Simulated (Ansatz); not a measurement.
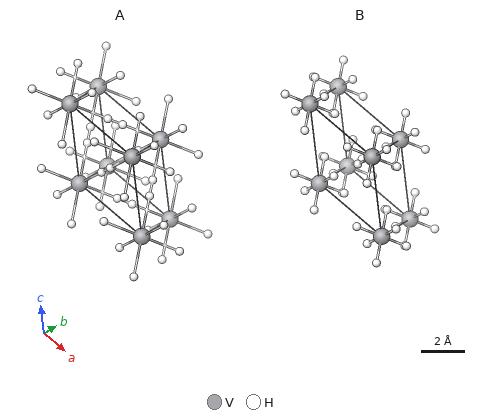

Two geometries of crystalline VH6 (a generated structure, set up in Im-3m) (coarse preliminary run), drawn at one scale. One is the start of a relaxation, the other its converged end. A ball-and-stick model of the cell of the calculation, seen slightly off an axis.

Computed with DFT PBE, scalar-relativistic, plane waves, PAW in Ansatz. Set-up: plane-wave cutoff 420 eV; k-point mesh 6 × 6 × 6; occupations gaussian; smearing width 0.1 eV; collinear spin; cell and atoms relaxed; force threshold 0.04 eV/Å; at most 70 steps.

Which of the two is the end point?

Structure A is the relaxed one. The energy falls by 10.557 eV per cell of the calculation in 8 accepted moves (10 points after the start). Largest force component: 7.4 eV/Å at the start, 0.019 eV/Å at the end. The pressure goes from 45.27 to 0.01 GPa. The line search rejected the trial step at point 5 of the run. The SCF was repeated once at an unchanged geometry on a basis and grid sized afresh for the cell, which shifted the energy by 0.2 meV per cell of the calculation at most. The largest moves relative to the cell, 0.71 Å, are those of H atoms. V stays in place. The drawn cell changes as follows: a = b = c 4.308 → 4.313 Å (+0.1 %); the volume changes by +0.3 %. Among the contacts that change: H–H 2.245 → 0.821 Å, H–V 1.365 → 2.080 Å. The space group stays Im-3m (No. 229). The run may lie on a higher electronic state than the lowest, so the end point isn't shown to be the ground-state structure.
